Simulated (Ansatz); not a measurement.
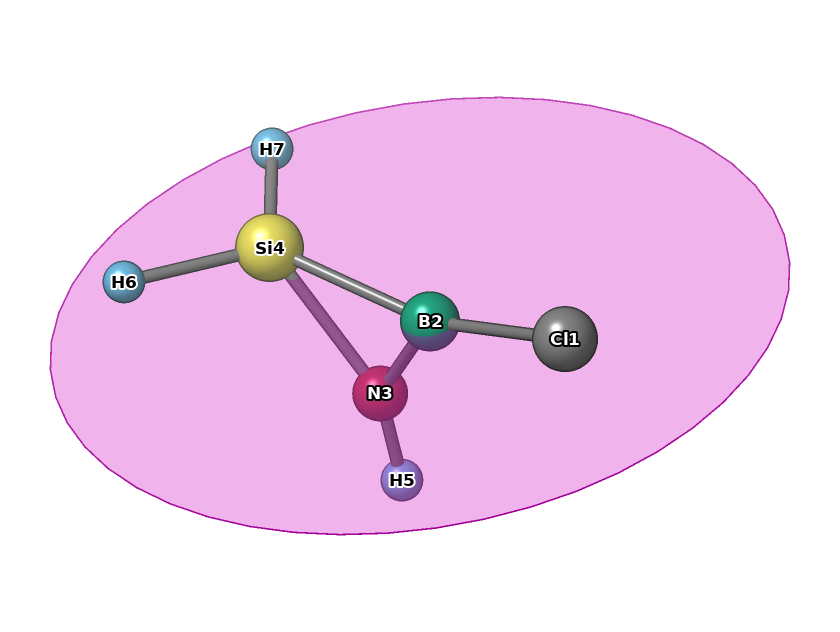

A disc through the centre of mass is drawn in. Depth is shown by fading: the farther an atom, the more it takes the colour of the background. The computed structure is the end point of a PBE-D4/def2-SVP optimisation. No frequency run is at hand to confirm it as a minimum.

**Is the plane of the disc a mirror plane of the structure?**

No. The point group is Cs, with 1 mirror plane, and this plane isn't one of its mirror planes.
